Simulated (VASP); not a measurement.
Band structure of Sn3Sb (space group C222). Computed with PBEsol GGA, VASP's PBE PAW potentials (set 64) (plane waves; VASP).

Unless said otherwise, spin-orbit coupling is left out, though it shifts the bands of the heavy elements here.

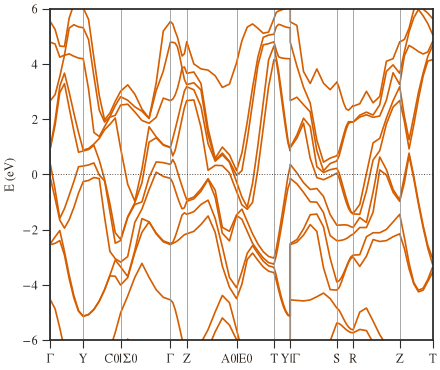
Figure: Bands along high-symmetry lines, zero at the valence-band maximum or, without a gap, the Fermi level

Problem. Read the plot: is there a gap, and where are the band edges?

Solution. It has no gap at this level: it comes out as a metal or semimetal. (Edges off the drawn lines would not show.)

The structure comes from a computed database's Sn3Sb entry (C222); how it stands against other phases isn't given here. It was relaxed first. The electron count is odd and the run is not spin-polarised, which forces a metal.
